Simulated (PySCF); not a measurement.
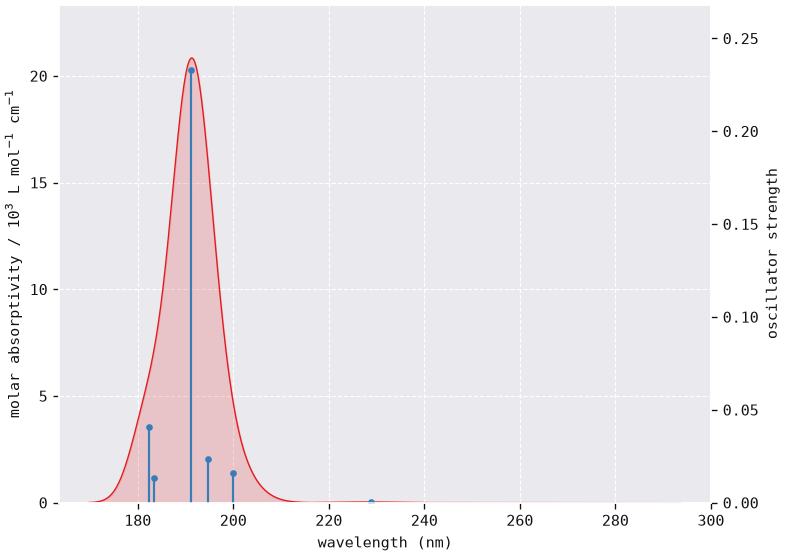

Computed absorption of C₂H₆FGeO₂P, SMILES [F][Ge]1([PH2])[O]CC[O]1, singlet. Vertical TDDFT excitations, PBE0/def2-SVPD, PySCF, at a GFN2-xTB geometry (no frequency check), gas phase. The lowest 6 singlet states are shown; each is broadened by a Gaussian of 1/e half-width 0.20 eV. Sticks give oscillator strengths (right axis).

**Which of the computed transitions is the brightest, and what character does the calculation give it?**

S4 at 6.49 eV (191 nm), f = 0.233, mixed, the largest part being HOMO−2 → LUMO (45 %).

**Does any vertical transition fall in the visible?**

No singlet lies below 3.1 eV (beyond 400 nm), so at this level no vertical transition falls in the visible.

**List the transitions behind the spectrum.**

| state | E (eV) | λ (nm) | f | main character |
| --- | --- | --- | --- | --- |
| S1 | 5.42 | 229 | 0.000 | HOMO → LUMO (98 %) |
| S2 | 6.20 | 200 | 0.016 | HOMO → LUMO+1 (39 %) |
| S3 | 6.37 | 195 | 0.023 | HOMO → LUMO+1 (54 %) |
| S4 | 6.49 | 191 | 0.233 | HOMO−2 → LUMO (45 %) |
| S5 | 6.76 | 183 | 0.014 | HOMO−3 → LUMO (73 %) |
| S6 | 6.80 | 182 | 0.041 | HOMO−1 → LUMO+1 (58 %) |

Note: the tight-binding geometry is rougher than a DFT one and adds to the error; one conformer of a flexible molecule; core orbitals are frozen in the response.
